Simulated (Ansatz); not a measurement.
System: H2Cl, doublet: collinear H-Cl-H surface. Scanned: H-Cl distance and Cl-H distance.

Computed with CCSD on UHF/def2-SVP, frozen core (Ansatz, a first-principles code).

Energy in mEh above the lowest grid point; x is the H-Cl distance (Å), y the Cl-H distance (Å).

```
y \ x   1.09   1.16   1.29   1.38  1.52  1.65  1.79  1.94   2.15   2.32   2.71   3.08   3.71
-----  -----  -----  -----  -----  ----  ----  ----  ----  -----  -----  -----  -----  -----
3.71    32.4   11.1    0.0    5.2  23.6  45.3  69.4  93.7  121.4  136.8  151.4  154.3  155.2
3.16    32.8   11.5    0.3    5.5  23.9  45.5  69.6  93.8  121.3  136.5  150.8  153.6  154.5
2.66    34.7   13.3    2.0    7.1  25.3  46.8  70.7  94.5  120.9  134.9  147.4  149.8  150.6
2.30    39.5   18.0    6.3   11.1  28.8  49.7  72.6  94.6  117.0  126.9  134.0  135.0  135.4
2.11    44.8   23.0   10.8   15.2  32.1  52.0  73.2  92.1  108.5  114.0  116.7  116.8  116.8
1.96    51.2   29.1   16.1   19.9  35.4  53.4  71.6  85.8   95.2   97.3   97.3   96.8   96.7
1.74    65.4   42.4   27.2   28.8  39.7  51.5  60.8  65.3   65.6   64.4   62.0   61.1   60.8
1.64    74.4   50.6   33.4   33.1  40.2  47.5  51.7  52.2   49.9   47.8   44.9   43.9   43.6
1.52    88.1   62.8   42.0   38.5  39.2  40.2  39.0  35.9   31.3   28.5   25.1   24.0   23.6
1.37   112.3   84.0   56.3   47.1  38.6  32.4  26.0  19.9   13.4    9.9    5.9    4.7    4.3
1.26   139.0  107.7   73.4   59.4  44.7  34.4  25.4  17.6   10.1    6.2    1.9    0.6    0.2
1.16   175.5  140.8  100.2   82.3  62.8  49.7  38.8  30.0   21.7   17.6   13.0   11.6   11.1
1.09   212.7  175.5  130.6  110.3  88.1  73.4  61.6  52.2   43.4   39.1   34.3   32.9   32.4
```

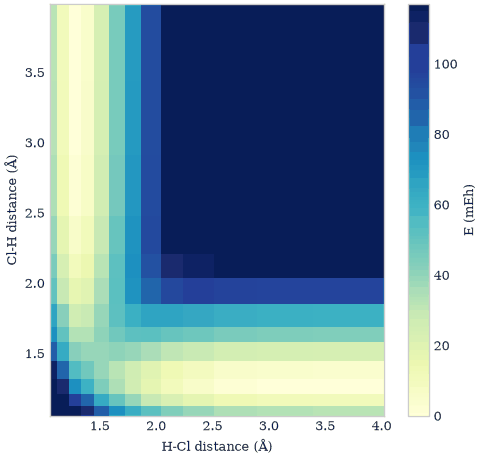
*Energy surface, cut off at 117 mEh.*

Points that lie below all their neighbours on the grid: x = 1.29, y = 3.71 on the edge of the grid (0.0 mEh); x = 3.71, y = 1.26 on the edge of the grid (0.2 mEh). The lowest path on the grid from the first to the second passes x = 1.52, y = 1.37 at 38.6 mEh.
